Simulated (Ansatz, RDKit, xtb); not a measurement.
# C3H8OSi: which of the isomers drawn lies lowest?, part 2 of 2

A sample of isomers of C3H8OSi is drawn. Aim: find which of them has the lowest free energy at 298.15 K, then its properties. The sample is small against all isomers, and the most stable one of this formula need not be in it.

xtb, Ansatz and PySCF; isolated molecules.

## Step 7: Vibrations and thermal terms

The lowest few in one piece go on as finalists. In this search the thermal terms come from GFN2-xTB at its own nearest minimum. The first, c770a:

File start.xyz:

```xyz
13
c770a
C     -2.475487     0.808227    -0.408005
C     -1.185029     0.786489     0.354121
C      0.068183     1.307117    -0.220141
O     -0.671468     2.028662     0.768586
Si     1.755841     0.688385     0.346254
H     -2.629500    -0.142015    -0.942181
H     -2.478798     1.629934    -1.138567
H     -3.325131     0.953555     0.276906
H     -1.101737    -0.007535     1.112467
H     -0.010375     1.735859    -1.231830
H      2.699471     1.835420     0.498501
H      2.317888    -0.268500    -0.656585
H      1.593976    -0.001082     1.660507
```

Command:

```sh
$ xtb start.xyz --gfn 2 --ohess tight
```

Log, shortened:

```text
* xtb version 6.7.1
[...]
          :  # basis functions                  34          :
[...]
          :  # electrons                        30          :
[...]
          :  Hamiltonian                  GFN2-xTB          :
[...]
          :  net charge                          0          :
          :  unpaired electrons                  0          :
[...]
   *** convergence criteria satisfied after 12 iterations ***
[...]
   *** GEOMETRY OPTIMIZATION CONVERGED AFTER 10 ITERATIONS ***
[...]
   *** convergence criteria satisfied after 3 iterations ***
[...]
         ::                     SUMMARY                     ::
         :::::::::::::::::::::::::::::::::::::::::::::::::::::
         :: total energy             -16.268261142161 Eh    ::
         :: gradient norm              0.000271180688 Eh/a0 ::
         :: HOMO-LUMO gap              5.441351403082 eV    ::
         ::.................................................::
         :: SCC energy               -16.445015883675 Eh    ::
         :: -> isotropic ES            0.033998384210 Eh    ::
         :: -> anisotropic ES          0.001314817149 Eh    ::
         :: -> anisotropic XC          0.002544055702 Eh    ::
         :: -> dispersion             -0.007168717918 Eh    ::
         :: repulsion energy           0.176754741515 Eh    ::
         :: add. restraining           0.000000000000 Eh    ::
         :: total charge               0.000000000000 e     ::
         :::::::::::::::::::::::::::::::::::::::::::::::::::::
[...]
        15        2.0000           -0.3920597             -10.6685 (HOMO)
        16                         -0.1920938              -5.2271 (LUMO)
[...]
molecular dipole:
                 x           y           z       tot (Debye)
 q only:        0.344      -0.752      -0.406
   full:        0.009      -0.606      -0.427       1.884
molecular quadrupole (traceless):
[...]
          | TOTAL ENERGY              -16.268261142161 Eh   |
          | TOTAL ENTHALPY            -16.162298614298 Eh   |
          | TOTAL FREE ENERGY         -16.201061661578 Eh   |
          | GRADIENT NORM               0.000271160724 Eh/α |
[...]
```

Run time: 0.3 s. Hardware: 2 threads of Intel Xeon Platinum 8375C at 2.90GHz (Ice Lake), shared host.

## Step 8: Thermal terms of the finalists

As xtb prints them, at 298.15 K, with its own treatment of low modes:

```
label                  SMILES     spin  lowest mode (cm⁻¹)  zero-point (kcal/mol)  G − E (kcal/mol)
c770a   C[C@@H]1O[C@H]1[SiH3]  singlet                  78                   61.4              42.2
c041a      C[C@@]1([SiH3])CO1  singlet                  84                   61.4              42.3
c383a  C[C@@H]1O[C@@H]1[SiH3]  singlet                  79                   61.5              42.3
```

## Step 9: Energies at the top level

Single points at CCSD(T)/def2-SVP + MP2/def2-TZVPP - MP2/def2-SVP on the refined geometries decide the order.

c770a, CCSD(T)/def2-SVP:

File input.yaml:

```yaml
crystal:
  periodic: [false, false, false]
  atoms:
    - symbol: C
      position_ang: [-2.475487, 0.808227, -0.408005]
    - symbol: C
      position_ang: [-1.185029, 0.786489, 0.354121]
    - symbol: C
      position_ang: [0.068183, 1.307117, -0.220141]
    - symbol: O
      position_ang: [-0.671468, 2.028662, 0.768586]
    - symbol: Si
      position_ang: [1.755841, 0.688385, 0.346254]
    - symbol: H
      position_ang: [-2.629500, -0.142015, -0.942181]
    - symbol: H
      position_ang: [-2.478798, 1.629934, -1.138567]
    - symbol: H
      position_ang: [-3.325131, 0.953555, 0.276906]
    - symbol: H
      position_ang: [-1.101737, -0.007535, 1.112467]
    - symbol: H
      position_ang: [-0.010375, 1.735859, -1.231830]
    - symbol: H
      position_ang: [2.699471, 1.835420, 0.498501]
    - symbol: H
      position_ang: [2.317888, -0.268500, -0.656585]
    - symbol: H
      position_ang: [1.593976, -0.001082, 1.660507]
basis:
  gaussian:
    orbitals: def2-SVP
correlation:
  method: ccsd_t
  frozen_orbitals: {Si: 5, C: 1, O: 1, H: 0}
```

Command:

```sh
$ ansatz run input.yaml --threads 2 --pin off --max-ram 5220MiB --events-out events.jsonl --progress --plain --runs-dir runs
```

Log, shortened:

```text
Warning: RAYON_NUM_THREADS=2 ignored (pool sized by the plan → 2); use --threads N
Functional definition: HF
  name "HF"
[...]
1145 factors; integrals over basis functions are off by at most 1.5e-3 eV
[...]
mean field -13109.52816940 eV, -481.7662742681 hartree, gradient 8.1e-7 eV, S^2 0.000000; 0 other end points of the search recorded, 0 dependent functions left out
9 core orbitals not correlated: weight in the atoms' cores, before any rotation towards them, 1.000 or more for the frozen orbitals, at most 0.000 for the correlated occupied ones
reference -13109.52816940 eV, -481.7662742681 hartree; 15, 15 occupied and 90, 90 virtual orbitals, 1145 factors
second order -19.12653901 eV of doubles, -0.00000000 eV of singles
cycle   1  -19.99236579 eV  change   -8.7e-1 eV  update   1.0e-1
[...]
cycle   9  -20.69458211 eV  change   -1.4e-5 eV  update   2.1e-5
perturbative correction -0.63103459 eV, -0.0231900934 hartree
Total energy: -13130.85378610 eV, -482.5499762267 hartree
```

Run time: 8.7 s. Hardware: 2 threads of Intel Xeon Platinum 8375C at 2.90GHz (Ice Lake), shared host; peak memory 0.6 GiB.

## Step 10: c770a at MP2/def2-TZVPP

File input.yaml:

```yaml
crystal:
  periodic: [false, false, false]
  atoms:
    - {symbol: C, position_ang: [-2.475487, 0.808227, -0.408005]}
    - {symbol: C, position_ang: [-1.185029, 0.786489, 0.354121]}
    - {symbol: C, position_ang: [0.068183, 1.307117, -0.220141]}
    - {symbol: O, position_ang: [-0.671468, 2.028662, 0.768586]}
    - {symbol: Si, position_ang: [1.755841, 0.688385, 0.346254]}
    - {symbol: H, position_ang: [-2.629500, -0.142015, -0.942181]}
    - {symbol: H, position_ang: [-2.478798, 1.629934, -1.138567]}
    - {symbol: H, position_ang: [-3.325131, 0.953555, 0.276906]}
    - {symbol: H, position_ang: [-1.101737, -0.007535, 1.112467]}
    - {symbol: H, position_ang: [-0.010375, 1.735859, -1.231830]}
    - {symbol: H, position_ang: [2.699471, 1.835420, 0.498501]}
    - {symbol: H, position_ang: [2.317888, -0.268500, -0.656585]}
    - {symbol: H, position_ang: [1.593976, -0.001082, 1.660507]}
basis:
  gaussian: {orbitals: def2-TZVPP}
magnetization: {spin_polarized: false, initial_magnetization: 0}
correlation: {method: mp2, frozen_orbitals: {Si: 5, C: 1, O: 1, H: 0}}
```

Command:

```sh
$ ansatz run input.yaml --threads 2 --pin off --max-ram 5220MiB --events-out events.jsonl --progress --plain --runs-dir runs
```

Log:

```text
Warning: RAYON_NUM_THREADS=2 ignored (pool sized by the plan → 2); use --threads N
[... 2 set-up lines as earlier in the session ...]
  exchange = exact_x
  correlation = 0
1630 factors; integrals over basis functions are off by at most 1.0e-3 eV
mean field evaluation 1: about -13114.5484 eV, gradient 3.5e1 eV
mean field evaluation 2: about -13114.8573 eV, gradient 3.5e1 eV
mean field evaluation 4: about -13118.2792 eV, gradient 5.6e0 eV
mean field evaluation 8: about -13118.3616 eV, gradient 2.9e-1 eV
mean field -13118.36189410 eV, -482.0909076633 hartree, gradient 2.2e-6 eV, S^2 0.000000; 0 other end points of the search recorded, 0 dependent functions left out
9 core orbitals not correlated: weight in the atoms' cores, before any rotation towards them, 1.000 or more for the frozen orbitals, at most 0.000 for the correlated occupied ones
reference -13118.36189410 eV, -482.0909076633 hartree; 15, 15 occupied and 254, 254 virtual orbitals, 1630 factors
second order -23.69537233 eV of doubles, -0.00000000 eV of singles
Total energy: -13142.05726643 eV, -482.9616965351 hartree
```

It took 6.9 s on 2 threads of Intel Xeon Platinum 8375C at 2.90GHz (Ice Lake), shared host; peak memory 0.74 GiB.

## Step 11: c041a at CCSD(T)/def2-SVP

File input.yaml:

```yaml
crystal:
  periodic: [false, false, false]
  atoms:
    - {symbol: C, position_ang: [-1.457935, 1.060568, 1.161274]}
    - {symbol: C, position_ang: [-0.545661, 1.047551, -0.037399]}
    - {symbol: C, position_ang: [-1.127239, 1.044913, -1.390366]}
    - {symbol: O, position_ang: [-0.597916, 2.227950, -0.850167]}
    - {symbol: Si, position_ang: [1.225403, 0.410774, 0.179329]}
    - {symbol: H, position_ang: [-1.633522, 0.038766, 1.532822]}
    - {symbol: H, position_ang: [-2.427795, 1.512740, 0.903265]}
    - {symbol: H, position_ang: [-1.018262, 1.648419, 1.982261]}
    - {symbol: H, position_ang: [1.906806, 0.418769, -1.148124]}
    - {symbol: H, position_ang: [1.959596, 1.299643, 1.129510]}
    - {symbol: H, position_ang: [1.222357, -0.979307, 0.733234]}
    - {symbol: H, position_ang: [-2.220975, 1.013896, -1.488660]}
    - {symbol: H, position_ang: [-0.575610, 0.610310, -2.235286]}
basis:
  gaussian: {orbitals: def2-SVP}
correlation: {method: ccsd_t, frozen_orbitals: {Si: 5, C: 1, O: 1, H: 0}}
```

Command:

```sh
$ ansatz run input.yaml --threads 2 --pin off --max-ram 5220MiB --events-out events.jsonl --progress --plain --runs-dir runs
```

Log, shortened:

```text
Warning: RAYON_NUM_THREADS=2 ignored (pool sized by the plan → 2); use --threads N
[... 2 set-up lines as earlier in the session ...]
[...]
1146 factors; integrals over basis functions are off by at most 1.4e-3 eV
[...]
mean field -13109.45342808 eV, -481.7635275753 hartree, gradient 1.0e-6 eV, S^2 0.000000; 0 other end points of the search recorded, 0 dependent functions left out
9 core orbitals not correlated: weight in the atoms' cores, before any rotation towards them, 1.000 or more for the frozen orbitals, at most 0.000 for the correlated occupied ones
reference -13109.45342808 eV, -481.7635275753 hartree; 15, 15 occupied and 90, 90 virtual orbitals, 1146 factors
second order -19.17601591 eV of doubles, -0.00000000 eV of singles
cycle   1  -20.02349310 eV  change   -8.5e-1 eV  update   1.0e-1
[...]
cycle   9  -20.73093539 eV  change   -1.6e-5 eV  update   2.3e-5
perturbative correction -0.63835858 eV, -0.0234592450 hartree
Total energy: -13130.82272205 eV, -482.5488346442 hartree
```

Wall time 9.6 s (2 threads of Intel Xeon Platinum 8375C at 2.90GHz (Ice Lake), shared host); peak memory 0.61 GiB.

## Step 12: Free energies and the winner

Energies in kcal/mol from c770a; G adds the thermal terms to the CCSD(T)/def2-SVP + MP2/def2-TZVPP - MP2/def2-SVP energy. The columns left of the relaxed level are at the tight-binding geometries.

```
label                  SMILES     spin  GFN2-xTB  HF/STO-3G  r2SCAN-D4/def2-SVP  PBE0-D3(BJ)/def2-SVP  HF/def2-SVP  MP2/def2-SVP  CCSD(T)/def2-SVP + MP2/def2-TZVPP - MP2/def2-SVP    G  share at equilibrium     T1
c770a   C[C@@H]1O[C@H]1[SiH3]  singlet       0.0        0.0                 0.0                   0.0          0.0           0.0                                               0.0  0.0                74.8 %  0.011
c041a      C[C@@]1([SiH3])CO1  singlet       0.2        1.9                 0.9                   0.9          1.7           0.6                                               0.7  0.8                18.2 %  0.011
c383a  C[C@@H]1O[C@@H]1[SiH3]  singlet       0.4        1.0                 1.7                   1.0          1.7           1.5                                               1.2  1.4                 6.9 %  0.011
```

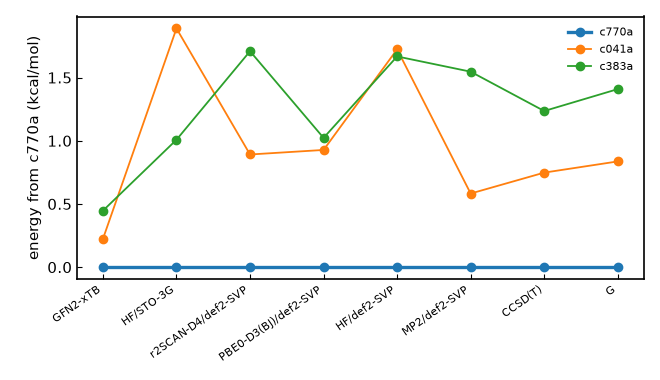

The finalists at each level, measured from c770a.

Lowest found: c770a, `C[C@@H]1O[C@H]1[SiH3]`, a singlet. Bond lengths: C1–C2 1.499 Å, C2–C3 1.474 Å, C2–O4 1.407 Å, C3–O4 1.430 Å, C3–Si5 1.885 Å, C1–H6 1.101 Å, C1–H7 1.100 Å, C1–H8 1.101 Å, C2–H9 1.101 Å, C3–H10 1.102 Å, Si5–H11 1.493 Å, Si5–H12 1.496 Å, Si5–H13 1.493 Å. Some angles: C1–C2–C3 121.9°, C1–C2–O4 116.8°, C3–C2–O4 59.5°, C2–C3–O4 57.9°, C2–C3–Si5 121.9°, O4–C3–Si5 114.9°, C2–O4–C3 62.6°, C1–C2–H9 115.2°, C3–C2–H9 117.3°, O4–C2–H9 114.0°.

```xyz
13

C    -2.4755    0.8082   -0.4080
C    -1.1850    0.7865    0.3541
C     0.0682    1.3071   -0.2201
O    -0.6715    2.0287    0.7686
Si    1.7558    0.6884    0.3463
H    -2.6295   -0.1420   -0.9422
H    -2.4788    1.6299   -1.1386
H    -3.3251    0.9536    0.2769
H    -1.1017   -0.0075    1.1125
H    -0.0104    1.7359   -1.2318
H     2.6995    1.8354    0.4985
H     2.3179   -0.2685   -0.6566
H     1.5940   -0.0011    1.6605
```

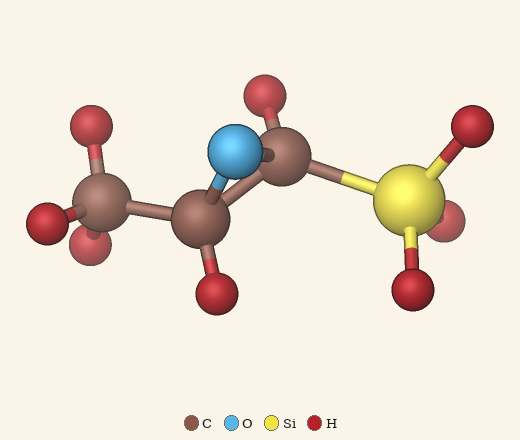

The lowest structure found, seen from a chosen angle (carbon brown, oxygen blue, silicon yellow, hydrogen red).

## Step 13: What came out

This closing draws on all 2 parts.

```
                                 quantity                                                                  value
                   lowest structure found                                         C[C@@H]1O[C@H]1[SiH3], singlet
                            next finalist                  C[C@@]1([SiH3])CO1, singlet, 0.8 kcal/mol higher in G
share at equilibrium, among the finalists                                                                 74.8 %
                                   funnel  3 starts, 3 minima at GFN2-xTB, 5 screening runs, 3 relaxed, 3 ranked
                     CPU time of all runs                                                                4.6 min
```

What this shows: The lowest structure found is `C[C@@H]1O[C@H]1[SiH3]`. Its margin of 0.8 kcal/mol is inside the likely error of CCSD(T)/def2-SVP + MP2/def2-TZVPP - MP2/def2-SVP with harmonic terms (about 1.5 kcal/mol), so the order of the first two is not settled. GFN2-xTB, HF/STO-3G, r2SCAN-D4/def2-SVP, PBE0-D3(BJ)/def2-SVP, HF/def2-SVP and MP2/def2-SVP already put its bonding pattern lowest among the structures in one piece. The largest share of the time went into the relaxations (54 %). Lowest found is not proven lowest: the search is finite, and each finalist counts with one conformer. Only 3 drawn patterns were tried, so whole families of isomers are missing, and the result ranks this sample alone. The lowest isomer need not be the one that is made and kept in a bottle, which depends on barriers.
